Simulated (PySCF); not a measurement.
**dimethoxymethane (C₃H₈O₂): NMR shifts and spin-spin couplings**

What NMR shifts and spin-spin couplings should dimethoxymethane (C₃H₈O₂) (`COCOC`) show?

The runs use PySCF 2.14.0, with density-fitted response routines of our own; the level of theory stands in each step. All values are computed, except where a source is named. Atoms count from 0, in the outputs and in this text.

### Step 1. The molecule as given

13 atoms, charge 0, multiplicity 1; geometry from: GFN2-xTB, dihedral held. The dihedral O3–C2–O1–C0 is held at 270°.

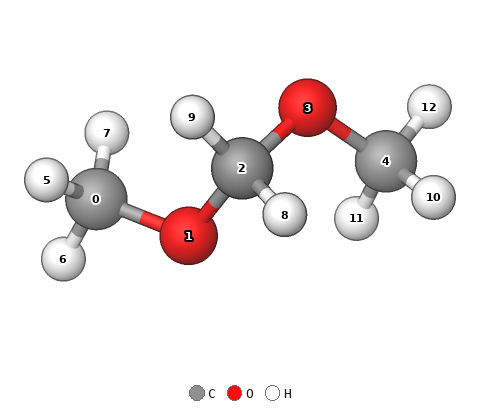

As it starts; carbon grey, oxygen red, hydrogen white, atoms numbered; sticks join atoms by distance.

### Step 2. NMR shieldings: PBE0/pcSseg-1

Job settings and geometry (Å):

```
{"job": {"kind": "nmr", "xc": "PBE0", "basis": "pcSseg-1", "pop": false}, "charge": 0, "multiplicity": 1}
C     -2.076962     0.117307    -0.092079
O     -0.905474     0.379067     0.650356
C      0.099314     1.036569    -0.062363
O      0.982790     0.172552    -0.709464
C      1.747043    -0.617226     0.177550
H     -2.529654     1.050814    -0.444195
H     -2.761348    -0.388365     0.585975
H     -1.869763    -0.527495    -0.952117
H      0.642689     1.645029     0.681292
H     -0.314938     1.685176    -0.844554
H      2.388244     0.015963     0.802264
H      1.100705    -1.218039     0.823458
H      2.360438    -1.267250    -0.442222
```

Method: GIAO PBE0/pcSseg-1 NMR shielding, non-relativistic, gas phase.

The log of the run:

```text
coarse grid: 10392 points
cycle   1  E = -269.0790004828  dE =  5.196e-01  |g| = 6.865e-01  |ddm| = 2.892e+00
cycle   2  E = -269.0032211265  dE =  7.578e-02  |g| = 9.576e-01  |ddm| = 1.106e+00
cycle   3  E = -269.1626875175  dE = -1.595e-01  |g| = 5.342e-02  |ddm| = 6.786e-01
cycle   4  E = -269.1631429850  dE = -4.555e-04  |g| = 1.693e-02  |ddm| = 3.387e-02
cycle   5  E = -269.1632034326  dE = -6.045e-05  |g| = 5.959e-03  |ddm| = 1.434e-02
cycle   6  E = -269.1632110202  dE = -7.588e-06  |g| = 9.956e-04  |ddm| = 3.960e-03
final grid: 99016 points
cycle   7  E = -269.2142214601  dE = -1.918e-05  |g| = 1.323e-02  |ddm| = 1.873e-02
cycle   8  E = -269.2141954387  dE =  2.602e-05  |g| = 1.817e-02  |ddm| = 1.546e-02
cycle   9  E = -269.2142524768  dE = -5.704e-05  |g| = 1.108e-03  |ddm| = 9.374e-03
cycle  10  E = -269.2142527487  dE = -2.719e-07  |g| = 9.971e-05  |ddm| = 9.194e-04
cycle  11  E = -269.2142527496  dE = -8.927e-10  |g| = 8.188e-05  |ddm| = 1.140e-04
cycle  12  E = -269.2142527507  dE = -1.130e-09  |g| = 1.542e-05  |ddm| = 5.734e-05
cycle  13  E = -269.2142527508  dE = -4.081e-11  |g| = 3.459e-06  |ddm| = 1.144e-05
converged SCF energy = -269.2142527508

GIAO shielding tensors (ppm)
atom      isotropic    diamagn.    paramagn.     s11        s22        s33       span
  0 C      127.237     244.444    -117.207     90.228    108.686    182.796     92.568
  1 O      292.951     397.523    -104.572    234.323    311.098    333.432     99.108
  2 C       83.960     242.790    -158.830     56.460     86.114    109.306     52.846
  3 O      281.153     396.847    -115.695    213.630    302.388    327.440    113.809
  4 C      129.992     245.840    -115.848     94.446    113.314    182.215     87.768
  5 H       28.515      28.765      -0.250     24.676     26.422     34.448      9.772
  6 H       28.018      28.667      -0.648     24.273     25.803     33.979      9.706
  7 H       27.956      30.143      -2.187     23.677     26.436     33.754     10.077
  8 H       26.876      30.037      -3.162     21.937     27.315     31.376      9.439
  9 H       27.122      30.186      -3.065     22.897     27.673     30.795      7.899
 10 H       28.762      29.359      -0.598     25.063     26.526     34.696      9.633
 11 H       27.836      30.696      -2.860     23.243     27.059     33.206      9.963
 12 H       28.072      29.057      -0.986     24.271     26.043     33.901      9.630
```

Wall time 8.4 s (1 thread, shared host).

The references, computed at this level on geometries of the same kind, shield at (ppm): 1H TMS 31.72, 13C TMS 186.9, 17O H2O 336.1. Their shielding less the atom's gives the shift. The references are single molecules in the gas phase, so shifts against H2O, NH3, PH3, H3PO4 or CFCl3 are not on the usual liquid scales and can be off by tens of ppm. Each atom is listed at this fixed geometry, with no averaging over motion; a spectrum would average atoms that exchange fast.

```csv
atoms,environment,σ (ppm),δ (ppm)
C2,sp3 carbon bearing two oxygens,84.0,103.0
C0,methyl carbon bonded to O,127.2,59.7
C4,methyl carbon bonded to O,130.0,56.9
H8,hydrogen on an sp3 carbon bearing two oxygens,26.88,4.84
H9,hydrogen on an sp3 carbon bearing two oxygens,27.12,4.60
H11,hydrogen on a methyl carbon bonded to O,27.84,3.88
H7,hydrogen on a methyl carbon bonded to O,27.96,3.76
H6,hydrogen on a methyl carbon bonded to O,28.02,3.70
H12,hydrogen on a methyl carbon bonded to O,28.07,3.65
H5,hydrogen on a methyl carbon bonded to O,28.52,3.20
H10,hydrogen on a methyl carbon bonded to O,28.76,2.96
O3,ether oxygen,281.2,54.9
O1,ether oxygen,293.0,43.1
```

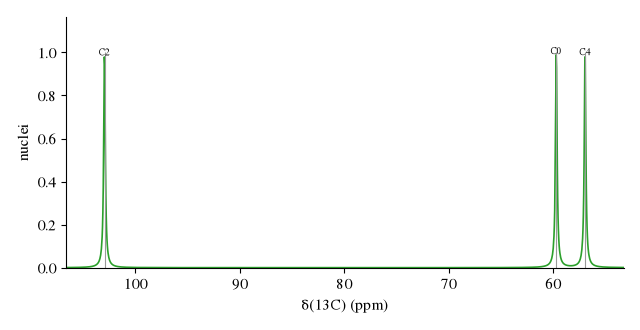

13C lines at the computed shifts, without couplings. Lines are broadened to a width of 0.18 ppm (Lorentzian).

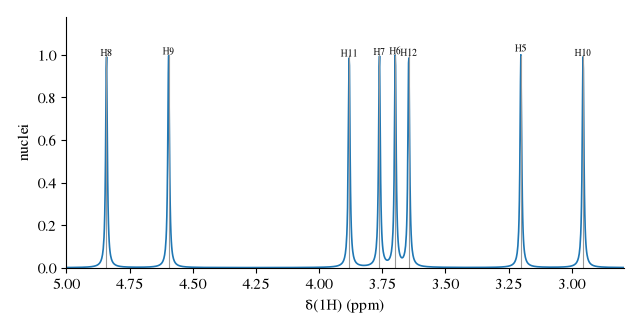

1H lines at the computed shifts, without couplings. Lines are broadened to a width of 0.01 ppm (Lorentzian).

### Step 3. Spin-spin couplings: B3LYP/pcJ-1

Settings changed since step 2:

```diff
@@ -1,2 +1,2 @@
-{"job": {"kind": "nmr", "xc": "PBE0", "basis": "pcSseg-1", "pop": false}, "charge": 0, "multiplicity": 1}
+{"job": {"kind": "j", "xc": "B3LYP", "basis": "pcJ-1"}, "charge": 0, "multiplicity": 1}
 C     -2.076962     0.117307    -0.092079
```

Method: B3LYP/pcJ-1 indirect spin-spin coupling, non-relativistic, gas phase.

The log of the run:

```text
coarse grid: 10392 points
cycle   1  E = -269.4033067892  dE =  4.725e-01  |g| = 7.777e-01  |ddm| = 2.613e+00
cycle   2  E = -269.2682775242  dE =  1.350e-01  |g| = 1.180e+00  |ddm| = 1.382e+00
cycle   3  E = -269.5063046324  dE = -2.380e-01  |g| = 7.088e-02  |ddm| = 9.001e-01
cycle   4  E = -269.5070257498  dE = -7.211e-04  |g| = 2.831e-02  |ddm| = 4.644e-02
cycle   5  E = -269.5071952947  dE = -1.695e-04  |g| = 8.186e-03  |ddm| = 2.133e-02
cycle   6  E = -269.5072088608  dE = -1.357e-05  |g| = 1.573e-03  |ddm| = 5.234e-03
cycle   7  E = -269.5072092446  dE = -3.837e-07  |g| = 6.312e-04  |ddm| = 1.320e-03
final grid: 99016 points
cycle   8  E = -269.5670339906  dE = -1.383e-04  |g| = 8.171e-03  |ddm| = 1.532e-02
cycle   9  E = -269.5670253492  dE =  8.641e-06  |g| = 1.057e-02  |ddm| = 9.180e-03
cycle  10  E = -269.5670456778  dE = -2.033e-05  |g| = 1.167e-03  |ddm| = 5.435e-03
cycle  11  E = -269.5670458598  dE = -1.820e-07  |g| = 5.739e-04  |ddm| = 1.245e-03
cycle  12  E = -269.5670459263  dE = -6.648e-08  |g| = 6.183e-05  |ddm| = 4.193e-04
cycle  13  E = -269.5670459268  dE = -5.292e-10  |g| = 2.798e-05  |ddm| = 5.430e-05
converged SCF energy = -269.5670459268

Indirect spin-spin couplings (Hz)
  i      j    bonds     total        FC       PSO       DSO        SD
  0 C    1 O    1     23.354    24.392    -0.929    -0.109         -
  0 C    2 C    2     -2.051    -1.729    -0.291    -0.031         -
  0 C    3 O    3      0.321     0.351    -0.049     0.019         -
  0 C    5 H    1    144.116   143.100     0.256     0.760         -
  0 C    6 H    1    149.273   148.333     0.223     0.717         -
  0 C    7 H    1    145.280   144.294     0.219     0.768         -
  0 C    8 H    3      9.270     9.339     0.513    -0.582         -
  0 C    9 H    3      8.119     8.068    -0.062     0.112         -
  1 O    2 C    1     27.578    25.613     2.108    -0.144         -
  1 O    4 C    3     -0.482    -0.497     0.019    -0.003         -
  1 O    5 H    2     -3.126    -2.459    -0.813     0.147         -
  1 O    6 H    2    -12.882   -12.108    -0.845     0.071         -
  1 O    7 H    2     -3.059    -2.446    -0.755     0.142         -
  1 O    8 H    2    -19.145   -19.211     0.037     0.028         -
  1 O    9 H    2     -1.317    -1.344    -0.114     0.140         -
  1 O   10 H    4     -0.454    -0.370    -0.148     0.064         -
  1 O   11 H    4      0.159     0.193     0.173    -0.207         -
  2 C    3 O    1     27.914    25.873     2.183    -0.141         -
  2 C    4 C    2     -2.365    -2.079    -0.258    -0.029         -
  2 C    5 H    3      2.235     2.295    -0.071     0.011         -
  2 C    6 H    3     12.964    13.029     0.523    -0.588         -
  2 C    7 H    3      2.398     2.539    -0.131    -0.011         -
  2 C    8 H    1    163.955   163.200    -0.436     1.191         -
  2 C    9 H    1    164.671   163.941    -0.465     1.195         -
  2 C   10 H    3      1.775     1.837    -0.063     0.000         -
  2 C   11 H    3      2.403     2.506    -0.091    -0.013         -
  2 C   12 H    3     11.617    11.684     0.530    -0.597         -
  3 O    4 C    1     22.909    23.748    -0.730    -0.109         -
  3 O    5 H    4     -0.277    -0.226    -0.181     0.130         -
  3 O    8 H    2     -2.588    -2.699    -0.011     0.122         -
  3 O    9 H    2    -18.436   -18.484     0.018     0.031         -
  3 O   10 H    2     -3.042    -2.416    -0.771     0.145         -
  3 O   11 H    2     -2.897    -2.258    -0.774     0.135         -
  3 O   12 H    2    -13.618   -12.896    -0.796     0.073         -
  4 C    5 H    5      0.210     0.237     0.317    -0.344         -
  4 C    8 H    3      5.151     5.106     0.031     0.014         -
  4 C    9 H    3      9.937    10.009     0.568    -0.640         -
  4 C   10 H    1    141.419   140.364     0.278     0.777         -
  4 C   11 H    1    148.029   147.057     0.174     0.797         -
  4 C   12 H    1    149.826   148.859     0.239     0.727         -
  5 H    6 H    2    -11.823   -11.792     2.641    -2.671         -
  5 H    7 H    2     -8.407    -8.431     2.495    -2.470         -
  5 H    8 H    4     -0.185    -0.047     1.118    -1.256         -
  5 H    9 H    4     -0.176    -0.259    -1.655     1.738         -
  6 H    7 H    2    -11.656   -11.637     2.609    -2.627         -
  6 H    8 H    4      0.620     0.733     1.886    -2.000         -
  6 H    9 H    4     -0.391    -0.253     1.813    -1.952         -
  7 H    8 H    4     -0.904    -0.732     2.026    -2.197         -
  8 H    9 H    2     -8.698    -8.786     2.010    -1.923         -
  8 H   10 H    4      0.293     0.227    -1.581     1.646         -
  8 H   11 H    4      0.412     0.547     0.338    -0.473         -
  8 H   12 H    4     -0.529    -0.378     1.779    -1.929         -
  9 H   10 H    4     -0.693    -0.536     1.604    -1.761         -
  9 H   11 H    4     -0.924    -0.731     1.981    -2.174         -
  9 H   12 H    4      0.453     0.568     1.968    -2.082         -
 10 H   11 H    2     -9.187    -9.230     2.419    -2.376         -
 10 H   12 H    2    -11.482   -11.458     2.639    -2.663         -
 11 H   12 H    2    -11.278   -11.274     2.603    -2.608         -
```

Wall time 22 s (1 thread, shared host).

A choice of the couplings up to four bonds, sorted by the number of bonds; isotopes 13C, 1H, 17O:

```csv
pair,bonds,J (Hz),Fermi contact (Hz),dihedral (°)
C2–H9,1,164.7,163.9,–
C2–H8,1,164.0,163.2,–
C4–H12,1,149.8,148.9,–
C0–H6,1,149.3,148.3,–
C4–H11,1,148.0,147.1,–
C0–H7,1,145.3,144.3,–
C0–H5,1,144.1,143.1,–
C4–H10,1,141.4,140.4,–
C2–O3,1,27.9,25.9,–
O1–H8,2,-19.1,-19.2,–
O3–H9,2,-18.4,-18.5,–
O3–H12,2,-13.6,-12.9,–
O1–H6,2,-12.9,-12.1,–
H5–H6,2,-11.8,-11.8,–
H6–H7,2,-11.7,-11.6,–
H10–H12,2,-11.5,-11.5,–
H11–H12,2,-11.3,-11.3,–
H10–H11,2,-9.2,-9.2,–
C2–H6,3,13.0,13.0,-180
C2–H12,3,11.6,11.7,178
C4–H9,3,9.9,10.0,172
C0–H8,3,9.3,9.3,149
C0–H9,3,8.1,8.1,30
C4–H8,3,5.2,5.1,53
C2–H11,3,2.4,2.5,58
C2–H7,3,2.4,2.5,61
C2–H5,3,2.2,2.3,-61
```

The spin-dipole term was not solved, so all couplings lack that part.

The response was solved for the nuclei of C, H alone, so couplings that need other nuclei can be missing.

Quadrupole couplings from the field gradients of the same density:

```csv
atom,isotope,eQq/h (MHz),η
O1,17O,-11.7,0.88
O3,17O,-11.7,0.90
```

### Step 4. Results

```
                                   quantity                                               value
     13C shifts against TMS (PBE0/pcSseg-1)                               103.0, 59.7, 56.9 ppm
      1H shifts against TMS (PBE0/pcSseg-1)  4.84, 4.60, 3.88, 3.76, 3.70, 3.65, 3.20, 2.96 ppm
     17O shifts against H2O (PBE0/pcSseg-1)                                      54.9, 43.1 ppm
largest coupling of the table (B3LYP/pcJ-1)                             1J(C,H) C2–H9, 164.7 Hz
```

What this shows: Shifts at one fixed geometry are not the observed spectrum, which averages over the motion. The geometry holds a dihedral fixed, so it need not be a minimum. At PBE0/pcSseg-1: The widest tensor belongs to O3: span 114 ppm, with a paramagnetic part of -116 ppm. In the run at B3LYP/pcJ-1, the largest coupling of the table is C2–H9, 164.7 Hz, of which the Fermi-contact term gives 163.9 Hz.
